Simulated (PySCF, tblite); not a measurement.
**C₅H₇F₃: a rotation path, then NMR shifts on frames, part 1 of 2**

How do NMR shifts of C₅H₇F₃ (`C[C@@H]1C[C@H]1C(F)(F)F`) change as the atoms move?

Computed with tblite 0.8.0 and PySCF 2.14.0, with density-fitted response routines of our own, on a single molecule in the gas phase. Atoms are numbered from 0 throughout.

### 1 Starting geometry

15 atoms, charge 0, multiplicity 1; geometry from: GFN2-xTB.

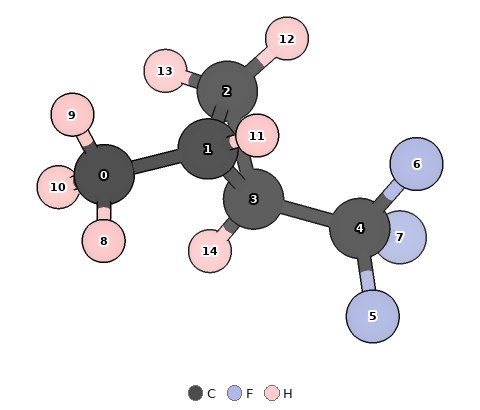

The starting geometry (carbon dark grey, fluorine light blue, hydrogen pink), atoms numbered.

### 2 The rotation path with GFN2-xTB

What the job is given:

```
{"job": {"kind": "neb", "xc": "GFN2-xTB", "basis": "xTB", "atoms": [1, 3, 4, 5], "turn": 120}, "charge": 0, "multiplicity": 1}
C     -1.843998    -0.819675     0.005370
C     -0.554387    -0.209720     0.487406
C     -0.259005     1.236072     0.244438
C      0.498782     0.181521    -0.514775
C      1.939973    -0.057508    -0.188296
F      2.323641    -1.315214    -0.479078
F      2.229759     0.135042     1.107098
F      2.764059     0.748449    -0.884039
H     -1.722395    -1.888373    -0.158566
H     -2.624735    -0.673732     0.748859
H     -2.162766    -0.358735    -0.926102
H     -0.189002    -0.630606     1.416576
H      0.272063     1.793057     1.000798
H     -0.975524     1.820132    -0.311719
H      0.299121     0.047282    -1.569884
```

Method: GFN2-xTB climbing-image nudged elastic band, gas phase.

Launch:

```
$ OMP_NUM_THREADS=1 python probes_run.py task.json out
```

One launch serves the whole session: the jobs run in the order shown.

Standard output:

```text
image   E - E0 / eV
  0      -0.0000
  1       0.0088
  2       0.0255
  3       0.0396
  4       0.0446
  5       0.0388
  6       0.0245
  7       0.0084
  8      -0.0000
```

Wall time 6.9 s (1 thread, shared host).

The final band, with the dihedral C1–C3–C4–F5:

| image | dihedral (°) | energy (eV) | energy (kcal/mol) |
| --- | --- | --- | --- |
| 0 | 84 | 0.000 | 0.0 |
| 1 | 101 | 0.009 | 0.2 |
| 2 | 116 | 0.025 | 0.6 |
| 3 | 131 | 0.040 | 0.9 |
| 4 | 145 | 0.045 | 1.0 |
| 5 | 160 | 0.039 | 0.9 |
| 6 | 174 | 0.025 | 0.6 |
| 7 | 189 | 0.008 | 0.2 |
| 8 | 204 | 0.000 | 0.0 |

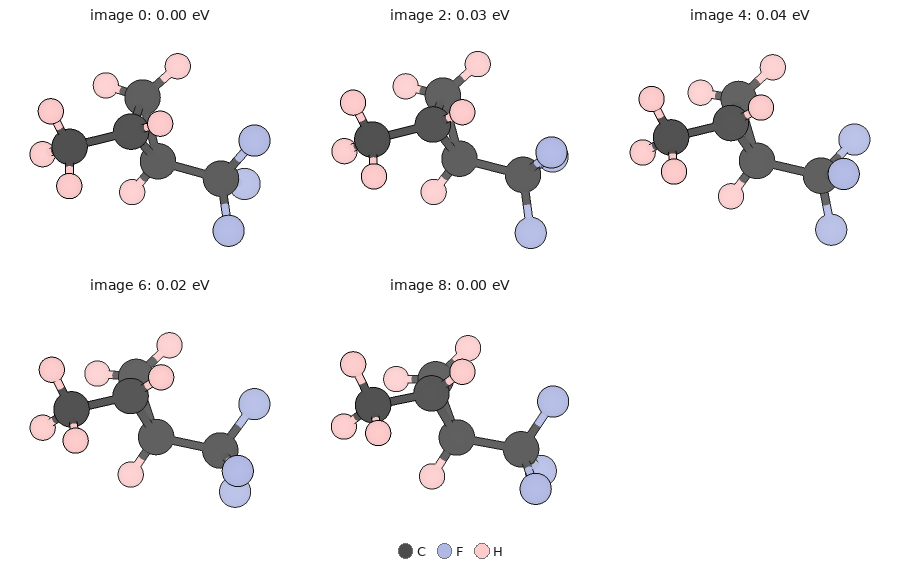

Images along the band.

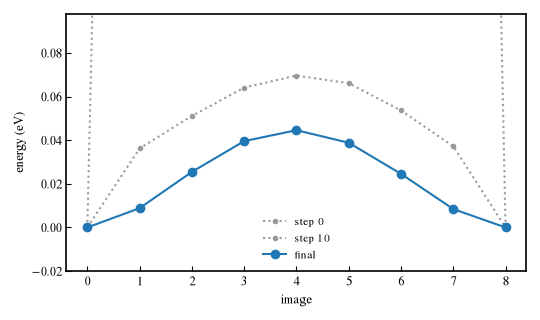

Energy along the band, early and final.

### 3 NMR shieldings: image 0, PBE0/pcSseg-1

What the job is given:

```
{"job": {"kind": "nmr", "xc": "PBE0", "basis": "pcSseg-1", "pop": false}, "charge": 0, "multiplicity": 1}
C     -1.844000    -0.819700     0.005400
C     -0.554400    -0.209700     0.487400
C     -0.259000     1.236100     0.244400
C      0.498800     0.181500    -0.514800
C      1.940000    -0.057500    -0.188300
F      2.323600    -1.315200    -0.479100
F      2.229800     0.135000     1.107100
F      2.764100     0.748400    -0.884000
H     -1.722400    -1.888400    -0.158600
H     -2.624700    -0.673700     0.748900
H     -2.162800    -0.358700    -0.926100
H     -0.189000    -0.630600     1.416600
H      0.272100     1.793100     1.000800
H     -0.975500     1.820100    -0.311700
H      0.299100     0.047300    -1.569900
```

With the program's defaults for keys left out, this is: GIAO PBE0/pcSseg-1 NMR shielding, non-relativistic, gas phase.

Standard output:

```text
coarse grid: 13032 points
cycle   1  E = -493.5022197123  dE =  1.258e+00  |g| = 8.899e-01  |ddm| = 3.324e+00
cycle   2  E = -493.3779074165  dE =  1.243e-01  |g| = 1.294e+00  |ddm| = 1.107e+00
cycle   3  E = -493.6404549770  dE = -2.625e-01  |g| = 6.624e-02  |ddm| = 6.772e-01
cycle   4  E = -493.6411394455  dE = -6.845e-04  |g| = 3.754e-02  |ddm| = 7.852e-02
cycle   5  E = -493.6414515115  dE = -3.121e-04  |g| = 4.915e-03  |ddm| = 3.275e-02
cycle   6  E = -493.6414564445  dE = -4.933e-06  |g| = 1.343e-03  |ddm| = 6.274e-03
final grid: 128456 points
cycle   7  E = -493.7094234671  dE = -5.446e-05  |g| = 8.691e-03  |ddm| = 2.933e-02
cycle   8  E = -493.7094140902  dE =  9.377e-06  |g| = 1.131e-02  |ddm| = 1.612e-02
cycle   9  E = -493.7094410713  dE = -2.698e-05  |g| = 8.017e-04  |ddm| = 8.733e-03
cycle  10  E = -493.7094411700  dE = -9.865e-08  |g| = 2.667e-04  |ddm| = 6.415e-04
cycle  11  E = -493.7094411813  dE = -1.133e-08  |g| = 6.857e-05  |ddm| = 2.002e-04
cycle  12  E = -493.7094411823  dE = -9.686e-10  |g| = 1.724e-05  |ddm| = 7.091e-05
converged SCF energy = -493.7094411823

GIAO shielding tensors (ppm)
atom      isotropic    diamagn.    paramagn.     s11        s22        s33       span
  0 C      167.209     244.884     -77.675    150.915    160.665    190.046     39.131
  1 C      172.920     251.447     -78.528    143.941    166.370    208.448     64.506
  2 C      174.471     252.580     -78.110    147.955    170.723    204.733     56.778
  3 C      163.027     254.596     -91.569    127.499    147.870    213.714     86.215
  4 C       50.877     240.573    -189.696     40.524     50.747     61.360     20.835
  5 F      247.186     473.115    -225.928    153.156    243.955    344.448    191.292
  6 F      269.604     475.446    -205.842    182.760    278.636    347.416    164.656
  7 F      248.686     471.050    -222.365    155.108    245.809    345.140    190.032
  8 H       29.998      29.002       0.996     24.861     27.791     37.343     12.482
  9 H       30.049      28.247       1.803     25.079     27.218     37.851     12.773
 10 H       31.521      29.861       1.660     26.825     29.492     38.246     11.421
 11 H       30.542      32.356      -1.814     23.581     29.876     38.169     14.588
 12 H       30.731      31.530      -0.799     24.811     28.376     39.005     14.194
 13 H       31.297      31.755      -0.458     25.792     27.615     40.484     14.692
 14 H       30.705      32.193      -1.487     24.315     29.666     38.136     13.822
```

Run time: 72 s. Hardware: 1 thread, shared host.

Shifts follow as δ = σ(reference) − σ, with reference shieldings (ppm) from runs at the same level and on the same kind of geometry: ¹H TMS 31.72, ¹³C TMS 186.9, ¹⁹F CFCl3 170.9. The references are single molecules in the gas phase, so shifts against H2O, NH3, PH3, H3PO4 or CFCl3 are not on the usual liquid scales and can be off by tens of ppm. Each atom is listed at this fixed geometry, with no averaging over motion; a spectrum would average atoms that exchange fast.

```csv
atoms,environment,σ (ppm),δ (ppm)
C4,CF3 carbon,50.9,136.0
C3,three-membered-ring carbon,163.0,23.9
C0,methyl carbon,167.2,19.7
C1,three-membered-ring carbon,172.9,14.0
C2,three-membered-ring carbon,174.5,12.5
H8,hydrogen on a methyl carbon,30.00,1.72
H9,hydrogen on a methyl carbon,30.05,1.67
H11,hydrogen on a three-membered-ring carbon,30.54,1.18
H14,hydrogen on a three-membered-ring carbon,30.71,1.01
H12,hydrogen on a three-membered-ring carbon,30.73,0.99
H13,hydrogen on a three-membered-ring carbon,31.30,0.42
H10,hydrogen on a methyl carbon,31.52,0.20
F5,fluorine of a CF3 group,247.2,-76.2
F7,fluorine of a CF3 group,248.7,-77.7
F6,fluorine of a CF3 group,269.6,-98.7
```

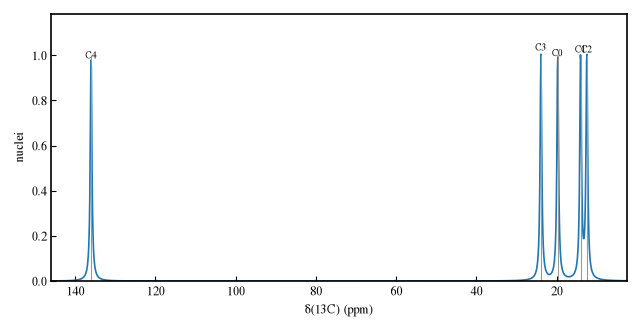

¹³C lines at the computed shifts, without couplings. Lines are broadened to a width of 0.49 ppm (Lorentzian).

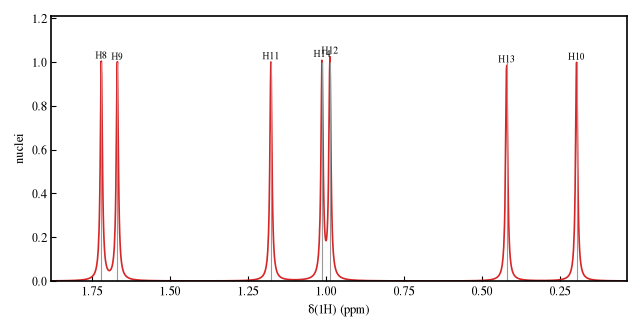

¹H lines at the computed shifts, without couplings. Lines are broadened to a width of 0.01 ppm (Lorentzian).

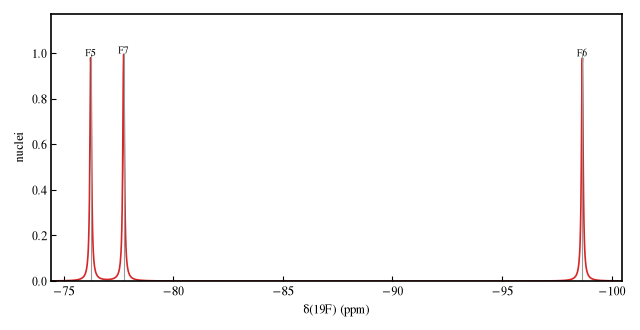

¹⁹F lines at the computed shifts, without couplings. Lines are broadened to a width of 0.09 ppm (Lorentzian).

Ring of atoms C1, C2, C3: NICS(0) -44.1, NICS(1) -8.9, NICS(1)zz -23.4 ppm (means of both faces).

In rings of three or four atoms NICS is ruled by the nearby σ bonds, so it says little on aromaticity.

### 4 NMR shieldings: image 2, PBE0/pcSseg-1

What the job is given:

```
{"job": {"kind": "nmr", "xc": "PBE0", "basis": "pcSseg-1", "pop": false}, "charge": 0, "multiplicity": 1}
C     -1.854500    -0.805700     0.077200
C     -0.568000    -0.152500     0.506400
C     -0.248800     1.256400     0.126500
C      0.497600     0.120400    -0.523200
C      1.943500    -0.089800    -0.179700
F      2.498300    -1.061700    -0.924300
F      2.145200    -0.433100     1.102500
F      2.696000     1.008700    -0.387400
H     -1.723500    -1.883900     0.014800
H     -2.640200    -0.598000     0.800700
H     -2.167800    -0.439900    -0.897100
H     -0.215700    -0.479100     1.477000
H      0.290800     1.872300     0.829800
H     -0.953300     1.801100    -0.482900
H      0.295900    -0.107300    -1.562300
```

Method: GIAO PBE0/pcSseg-1 NMR shielding, non-relativistic, gas phase.

Standard output:

```text
coarse grid: 13032 points
cycle   1  E = -493.4985677952  dE =  1.256e+00  |g| = 8.919e-01  |ddm| = 3.322e+00
cycle   2  E = -493.3726780858  dE =  1.259e-01  |g| = 1.300e+00  |ddm| = 1.111e+00
cycle   3  E = -493.6375481696  dE = -2.649e-01  |g| = 6.668e-02  |ddm| = 6.818e-01
cycle   4  E = -493.6382454874  dE = -6.973e-04  |g| = 3.781e-02  |ddm| = 7.975e-02
cycle   5  E = -493.6385626476  dE = -3.172e-04  |g| = 4.877e-03  |ddm| = 3.303e-02
cycle   6  E = -493.6385674713  dE = -4.824e-06  |g| = 1.356e-03  |ddm| = 6.160e-03
final grid: 128456 points
cycle   7  E = -493.7069835447  dE = -5.643e-05  |g| = 8.680e-03  |ddm| = 3.089e-02
cycle   8  E = -493.7069738271  dE =  9.718e-06  |g| = 1.142e-02  |ddm| = 1.619e-02
cycle   9  E = -493.7070008724  dE = -2.705e-05  |g| = 7.910e-04  |ddm| = 8.742e-03
cycle  10  E = -493.7070009712  dE = -9.888e-08  |g| = 2.734e-04  |ddm| = 6.353e-04
cycle  11  E = -493.7070009836  dE = -1.237e-08  |g| = 6.626e-05  |ddm| = 2.110e-04
cycle  12  E = -493.7070009845  dE = -9.009e-10  |g| = 1.679e-05  |ddm| = 6.897e-05
converged SCF energy = -493.7070009845

GIAO shielding tensors (ppm)
atom      isotropic    diamagn.    paramagn.     s11        s22        s33       span
  0 C      167.214     244.984     -77.770    151.429    160.325    189.888     38.459
  1 C      170.251     251.405     -81.155    139.849    166.202    204.701     64.851
  2 C      174.334     252.152     -77.818    147.791    170.674    204.536     56.745
  3 C      162.219     254.631     -92.413    126.578    143.779    216.299     89.720
  4 C       51.145     240.158    -189.012     41.303     51.574     60.559     19.257
  5 F      244.915     471.959    -227.044    155.629    235.981    343.135    187.505
  6 F      259.974     475.407    -215.433    177.859    256.974    345.088    167.228
  7 F      243.471     471.814    -228.343    155.341    235.070    340.003    184.663
  8 H       29.999      29.038       0.961     24.911     27.842     37.245     12.334
  9 H       30.073      28.204       1.869     25.152     27.205     37.861     12.708
 10 H       31.510      29.848       1.662     26.806     29.475     38.248     11.442
 11 H       30.286      32.328      -2.042     23.464     29.618     37.777     14.313
 12 H       30.857      31.419      -0.562     25.299     28.094     39.180     13.881
 13 H       31.210      31.680      -0.470     25.813     27.509     40.309     14.496
 14 H       30.598      32.324      -1.726     23.980     29.913     37.902     13.923
```

Wall time 60 s (1 thread, shared host).

In short: δ C4 135.8, C3 24.7, C0 19.7, C1 16.7, H8 1.72, H9 1.64 ppm.

(Continued in part 2 of 2.)
